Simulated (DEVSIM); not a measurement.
Structure: abrupt Si n-p junction, at 300 K.

```csv
layer (left to right),material,thickness (μm),Nd (cm⁻³),Na (cm⁻³),τn (s),τp (s)
1,Si,46.0,4.5e17,-,3.3e-6,3.3e-6
2,Si,21.0,-,1.2e15,3.3e-6,3.3e-6
```

Left contact: ohmic. Right contact: ohmic. Voltage is applied to the left contact. Recombination: SRH at mid-gap, radiative, Auger. Mobility is μmin + (μ − μmin)/(1 + (N/Nref)^α).

This is a model device: material constants are rounded textbook-type values typed into the input, and sizes, dopings and lifetimes were drawn at random. Values at 300 K.

```
parameter           Si
-------------  -------
gap (eV)         1.124
affinity (eV)     4.05
permittivity      11.7
Nc (cm⁻³)      2.86e19
Nv (cm⁻³)       3.1e19
μn (cm²/Vs)       1417
μp (cm²/Vs)        470
μn,min              52
μp,min              45
Nref,n          9.7e16
Nref,p          2.2e17
αn                0.68
αp                0.72
B (cm³/s)      4.7e-15
Cn (cm⁶/s)     2.8e-31
Cp (cm⁶/s)     9.9e-32
```

DEVSIM, 1D drift-diffusion, Boltzmann statistics, complete ionisation; no tunnelling, impact ionisation, image-force lowering or self-heating.

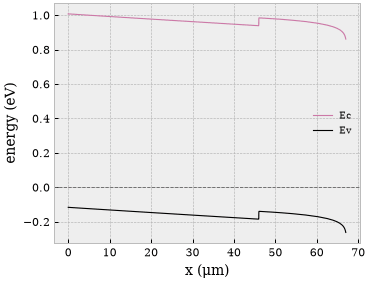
*Band edges at -0.9 V on the left contact*

Energies count from the Fermi level of the right contact; mesh points crowd at the junctions.

```tsv
x (μm)	Ec (eV)	Ev (eV)	n (cm⁻³)	p (cm⁻³)	field (V/cm)
0.000	1.007	-0.117	4.5e17	260	-15
0.05123	1.007	-0.117	4.5e17	3.6e13	-15
0.2023	1.007	-0.117	4.5e17	1.4e14	-15
0.6849	1.006	-0.118	4.5e17	4.7e14	-15
3.181	1.002	-0.122	4.5e17	2.0e15	-15
10.02	0.992	-0.132	4.6e17	5.3e15	-15
28.72	0.964	-0.160	4.6e17	1.1e16	-15
42.20	0.944	-0.180	4.6e17	1.3e16	-15
44.75	0.940	-0.184	4.6e17	1.4e16	-15
45.62	0.939	-0.185	4.6e17	1.4e16	-15
45.89	0.939	-0.185	4.6e17	1.4e16	-15
45.99	0.948	-0.176	3.3e17	2.0e16	15000
46.04	0.983	-0.141	8.2e16	7.9e16	650
46.16	0.984	-0.140	7.9e16	8.0e16	-13
46.81	0.983	-0.141	7.7e16	7.8e16	-14
48.58	0.980	-0.144	7.0e16	7.1e16	-15
54.11	0.971	-0.153	5.0e16	5.1e16	-22
62.55	0.942	-0.182	1.8e16	1.9e16	-58
66.03	0.906	-0.218	4.5e15	5.7e15	-210
66.69	0.885	-0.239	1.7e15	2.8e15	-510
66.92	0.870	-0.254	5.5e14	1.6e15	-940
67.00	0.861	-0.263	97000	1.2e15	-1100
```
